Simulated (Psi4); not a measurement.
**UM06-2X/def2-TZVP run of AlNH2F (SMILES [NH2][Al][F])**

Aim: the vertical doublet–quartet gap of AlNH2F at UM06-2X/def2-TZVP, from 2 runs. 

Program for the calculation: Psi4 1.11.

2 further runs of the same task are left out: 2 set aside as unsound or not needed.

**1. Starting point**

AlNH2F has 5 atoms, charge 0, and is taken as a doublet. SMILES: `[NH2][Al][F]`. The shape is that of a PBE0-D4/def2-TZVP optimisation. This is one conformer, not always the lowest.

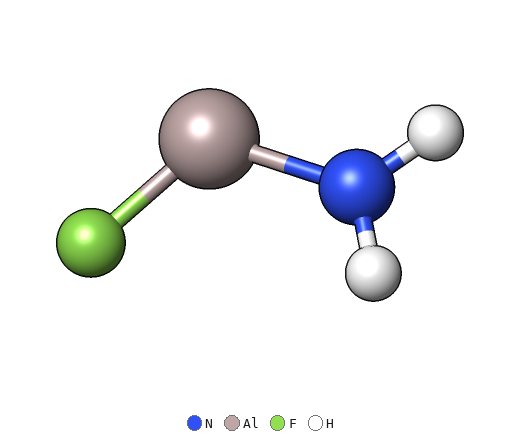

The structure, seen from a chosen angle (nitrogen blue, aluminium light grey, fluorine green, hydrogen white).

**2. Energy and gradient at UM06-2X/def2-TZVP**

File alfh2n.xyz:

```xyz
5
AlFH2N
N     -0.384700     0.499000    -0.263800
Al     0.632000    -0.282800     0.949500
F      1.228700    -1.786800     0.590000
H     -0.804300     1.408300    -0.162700
H     -0.621700     0.088600    -1.154400
```

File calc.py:

```python
import psi4

psi4.set_memory(1600000000)
psi4.set_num_threads(1)
psi4.set_output_file('run.log', False)

with open('alfh2n.xyz') as f:
    atoms = ''.join(f.readlines()[2:])
mol = psi4.geometry('0 2\n' + atoms + 'symmetry c1\nno_reorient\nno_com')

psi4.set_options({
    'basis': 'def2-TZVP',
    'reference': 'uks',
    'puream': True,
    'e_convergence': 1e-09,
    'd_convergence': 1e-08,
    'scf_type': 'pk',
    'dft_radial_points': 99,
    'dft_spherical_points': 590,
    'maxiter': 200,
})

energy_value, wavefunction = psi4.gradient('m06-2x', return_wfn=True)
psi4.oeprop(wavefunction, 'DIPOLE', 'LOWDIN_CHARGES', 'MULLIKEN_CHARGES', title='M06-2X')
print('gradient / Eh bohr^-1')
print(energy_value.np.round(6))
print(f'energy = {wavefunction.energy():.10f} Eh')
```

Launch:

```console
$ python calc.py
```

run.log (excerpt; [...] marks lines left out):

```text
[...]
  Running in c1 symmetry.
[...]
  Nuclear repulsion =   91.986394529846010
[...]
  Multiplicity = 2
[...]
  Nalpha       = 16
  Nbeta        = 15
[...]
    Number of basis functions: 111
[...]
   @UKS iter   1:  -398.00804768420562   -5.52554e-01   7.86290e-03 DIIS/ADIIS
[...]
   @UKS iter  14:  -398.30408449460856   -2.36469e-11   5.81768e-09 DIIS
[...]
   @S^2 Observed:                7.513911010E-01
[...]
    Orbital Energies [Eh]
    ---------------------
    Alpha Occupied:
       1A    -56.857275     2A    -25.196426     3A    -14.724365
       4A     -4.388125     5A     -2.892202     6A     -2.891318
       7A     -2.888377     8A     -1.277278     9A     -0.937155
      10A     -0.558236    11A     -0.552194    12A     -0.501147
      13A     -0.492038    14A     -0.481235    15A     -0.337653
      16A     -0.258400
    Alpha Virtual:
      17A      0.004108    18A      0.055114    19A      0.059717
      20A      0.124744    21A      0.131144    22A      0.188952
      23A      0.215370    24A      0.220429    25A      0.231230
[...]
  @UKS Final Energy:  -398.30408449460856
   => Energetics <=
    Nuclear Repulsion Energy =             91.9863945298460095
    One-Electron Energy =                -736.0174237031731082
    Two-Electron Energy =                 263.3005351720100862
    DFT Exchange-Correlation Energy =     -17.5735904932915830
    Empirical Dispersion Energy =           0.0000000000000000
    VV10 Nonlocal Energy =                  0.0000000000000000
    Total Energy =                       -398.3040844946085599
[...]
  -Total Gradient:
     Atom            X                  Y                   Z
    ------   -----------------  -----------------  -----------------
       1       -0.001161731186     0.001251946395    -0.001020750837
       2       -0.000783032065     0.001703751569     0.000192402070
       3        0.001213843378    -0.002482786008    -0.000137635898
       4        0.000439244410    -0.000820320848     0.000032486426
       5        0.000361702929     0.000219978574     0.000941559480
[...]
 Multipole Moments:
 ------------------------------------------------------------------------------------
     Multipole            Electronic (a.u.)      Nuclear  (a.u.)        Total (a.u.)
 ------------------------------------------------------------------------------------
 L = 1.  Multiply by 2.5417464519 to convert [e a0] to [Debye]
 Dipole X            :        -29.0607709           28.6395553           -0.4212156
 Dipole Y            :         28.7113464          -27.9069085            0.8044379
 Dipole Z            :        -27.3916477           27.3817536           -0.0098941
 Magnitude           :                                                    0.9080973
[...]
  Mulliken Charges: (a.u.)
   Center  Symbol    Alpha    Beta     Spin     Total
       1     N     3.84247  3.82655  0.01592 -0.66902
       2    AL     6.70914  5.76441  0.94473  0.52645
       3     F     4.69124  4.66944  0.02179 -0.36068
       4     H     0.37247  0.37394 -0.00147  0.25358
       5     H     0.38468  0.36565  0.01903  0.24967
   Total alpha = 16.00000, Total beta = 15.00000, Total charge = -0.00000
  Lowdin Charges: (a.u.)
   Center  Symbol    Alpha    Beta     Spin     Total
       1     N     3.66996  3.61296  0.05701 -0.28292
[...]
```

On the terminal:

```text
gradient / Eh bohr^-1
[[-1.162e-03  1.252e-03 -1.021e-03]
 [-7.830e-04  1.704e-03  1.920e-04]
 [ 1.214e-03 -2.483e-03 -1.380e-04]
 [ 4.390e-04 -8.200e-04  3.200e-05]
 [ 3.620e-04  2.200e-04  9.420e-04]]
energy = -398.3040844946 Eh
```

Wall time 41 s (1 thread of Intel Xeon Gold 6455B (Sapphire Rapids), shared host); peak memory 0.64 GiB.

**3. The quartet, same level**

File alfh2n.json:

```json
{
 "schema_name": "qcschema_input",
 "schema_version": 1,
 "molecule": {
  "schema_name": "qcschema_molecule",
  "schema_version": 2,
  "symbols": ["N", "Al", "F", "H", "H"],
  "geometry": [-0.72697764, 0.94297334, -0.49850975, 1.19430691, -0.53441455, 1.79429496, 2.32190649, -3.37656264, 1.11493841, -1.51990672, 2.6613013, -0.30745844, -1.17484273, 0.16742973, -2.18149984],
  "molecular_charge": 0,
  "molecular_multiplicity": 4,
  "fix_symmetry": "c1",
  "fix_com": true,
  "fix_orientation": true
 },
 "driver": "gradient",
 "model": {
  "method": "m06-2x",
  "basis": "def2-TZVP"
 },
 "keywords": {
  "reference": "uks",
  "puream": true,
  "e_convergence": 1e-09,
  "d_convergence": 1e-08,
  "scf_type": "pk",
  "dft_radial_points": 99,
  "dft_spherical_points": 590,
  "maxiter": 200,
  "scf_properties": ["WIBERG_LOWDIN_INDICES", "LOWDIN_CHARGES", "DIPOLE"]
 }
}
```

Launch:

```console
$ psi4 --qcschema alfh2n.json -n 1 --memory 1600MB
```

stdout (excerpt; [...] marks lines left out):

```text
[...]
  Running in c1 symmetry.
[...]
  Nuclear repulsion =   91.986394517979079
[...]
  Multiplicity = 4
[...]
  Nalpha       = 17
  Nbeta        = 14
[...]
    Number of basis functions: 111
[...]
   @UKS iter   1:  -397.95823816470926   -5.02744e-01   5.34606e-03 ADIIS/DIIS
[...]
   @UKS iter  14:  -398.09177300948079   -3.01270e-12   3.67353e-09 DIIS
[...]
   @S^2 Observed:                3.754546758E+00
[...]
  @UKS Final Energy:  -398.09177300948079
   => Energetics <=
    Nuclear Repulsion Energy =             91.9863945179790790
    One-Electron Energy =                -734.9368302715256505
    Two-Electron Energy =                 262.3822583371254495
    DFT Exchange-Correlation Energy =     -17.5235955930596639
    Empirical Dispersion Energy =           0.0000000000000000
    VV10 Nonlocal Energy =                  0.0000000000000000
    Total Energy =                       -398.0917730094807894
[...]
 Multipole Moments:
 ------------------------------------------------------------------------------------
     Multipole            Electronic (a.u.)      Nuclear  (a.u.)        Total (a.u.)
 ------------------------------------------------------------------------------------
 L = 1.  Multiply by 2.5417464519 to convert [e a0] to [Debye]
 Dipole X            :        -30.2603292           28.6395553           -1.6207739
 Dipole Y            :         29.4255239          -27.9069085            1.5186154
 Dipole Z            :        -29.0365904           27.3817536           -1.6548367
 Magnitude           :                                                    2.7697627
[...]
  -Total Gradient:
     Atom            X                  Y                   Z
    ------   -----------------  -----------------  -----------------
       1        0.046256903763    -0.027820017676     0.063143060419
       2       -0.056140879526     0.027282599121    -0.083279834260
       3        0.001514683552     0.007035088642     0.010211019900
       4        0.004330532271    -0.010588644353    -0.002279751867
       5        0.004147177392     0.003943312921     0.012268853553
[...]
```

The result, in JSON:

```text
{
 "driver": "gradient",
 "model": {
  "method": "m06-2x",
  "basis": "def2-TZVP"
 },
 "success": true,
 "return_result": [0.04625690376307169, -0.02782001767603253, 0.06314306041883655, -0.05614087952612712, 0.02728259912054329, -0.0832798342599503, 0.0015146835521598692, 0.00703508864235039, 0.010211019900059657, 0.004330532270521319, -0.010588644352828067, -0.0022797518665518997, 0.004147177391976634, 0.00394331292142, 0.012268853552513906],
 "properties": {
  "calcinfo_nbasis": 111,
  "calcinfo_nmo": 111,
  "calcinfo_nalpha": 17,
  "calcinfo_nbeta": 14,
  "calcinfo_natom": 5,
  "nuclear_repulsion_energy": 91.98639451797908,
  "return_energy": -398.0917730094808,
  "return_gradient": [0.04625690376307169, -0.02782001767603253, 0.06314306041883655, -0.05614087952612712, 0.02728259912054329, -0.0832798342599503, 0.0015146835521598692, 0.00703508864235039, 0.010211019900059657, 0.004330532270521319, -0.010588644352828067, -0.0022797518665518997, 0.004147177391976634, 0.00394331292142, 0.012268853552513906],
  "scf_one_electron_energy": -734.9368302715257,
  "scf_two_electron_energy": 262.38225833712545,
  "scf_xc_energy": -17.523595593059664,
  "scf_dipole_moment": [-1.6207739264610765, 1.5186154461001422, -1.654836748969732],
  "scf_total_energy": -398.0917730094808,
  "scf_total_gradient": [0.04625690376307169, -0.02782001767603253, 0.06314306041883655, -0.05614087952612712, 0.02728259912054329, -0.0832798342599503, 0.0015146835521598692, 0.00703508864235039, 0.010211019900059657, 0.004330532270521319, -0.010588644352828067, -0.0022797518665518997, 0.004147177391976634, 0.00394331292142, 0.012268853552513906],
  "scf_iterations": 14
 }
}
```

Run time: 40 s. Hardware: 1 thread of Intel Xeon Gold 6455B (Sapphire Rapids), shared host; peak memory 0.64 GiB.

**4. What came out**

Level: UM06-2X/def2-TZVP.

| quantity | value |
| --- | --- |
| doublet: total energy | -398.30408 Eh |
| doublet: dipole moment | 2.31 D |
| doublet: HOMO energy (highest over α and β) | -7.03 eV |
| doublet: LUMO energy (lowest over α and β) | -4.38 eV |
| doublet: ⟨S²⟩ | 0.751 |
| doublet: largest force on an atom | 0.142 eV/Å |
| quartet: total energy | -398.09177 Eh |
| quartet: dipole moment | 7.04 D |
| quartet: HOMO energy (highest over α and β) | -3.24 eV |
| quartet: ⟨S²⟩ | 3.755 |
| quartet: largest force on an atom | 5.352 eV/Å |
| vertical energy of the quartet above the doublet | 5.777 eV |

At this shape the quartet lies 5.78 eV (557 kJ/mol) above the doublet.
